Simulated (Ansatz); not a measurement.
Input

```
crystal:
  periodic: [false, false, false]
  atoms:
    - { symbol: Ga, position_ang: [0.038029, 0.126892, 0.122983] }
    - { symbol: "N", position_ang: [-0.033309, -0.009355, 2.01192] }
    - { symbol: H, position_ang: [-0.920804, 0.235586, 2.444591] }
    - { symbol: H, position_ang: [0.714666, 0.487099, 2.491274] }
    - { symbol: Cl, position_ang: [1.846329, 0.760488, -0.814905] }
    - { symbol: O, position_ang: [-1.374914, -0.14729, -0.91715] }
    - { symbol: H, position_ang: [-2.17295, -0.399254, -0.440933] }
    - { symbol: S, position_ang: [0.774649, -3.174516, 0.869044] }
    - { symbol: H, position_ang: [-0.530828, -3.454622, 0.673026] }
    - { symbol: H, position_ang: [0.479432, -2.198627, 1.803049] }
basis:
  gaussian: { orbitals: def2-SVP }
hamiltonian:
  xc: pbe0
relax:
  f_tol: 0.03
  max_steps: 50
output:
  orbitals: {}
```

Command:

```sh
ansatz run input.yaml --threads 4 --pin off --max-ram 5120MiB --backend cpu --events-out ev --progress --plain --runs-dir out
```

The fields are those of the run's last geometry, not of the input's.

Method: RKS PBE0/def2-SVP in Ansatz.

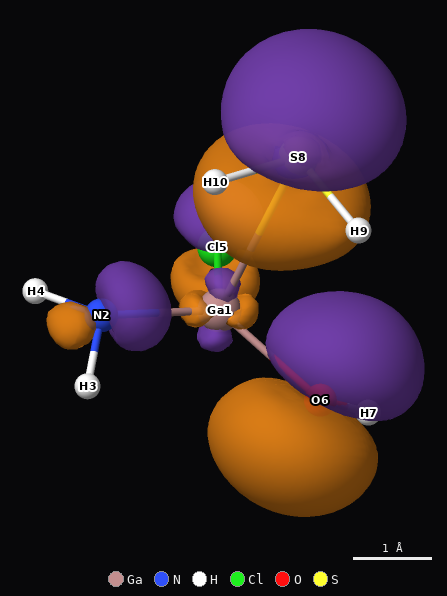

ClGaH$_{5}$NOS. The HOMO−1 at ±0.08 Å⁻³ᐟ² (orange and purple are the two phases), seen at an oblique angle.

### Where does this orbital lie, and at what energy?

Its weight (Hirshfeld) is mainly on O6 (about 50 %), S8 (about 30 %) and Ga1 (about 5 %); largely a combination of lone pairs on O6 and S8. Its energy is −8.09 eV.
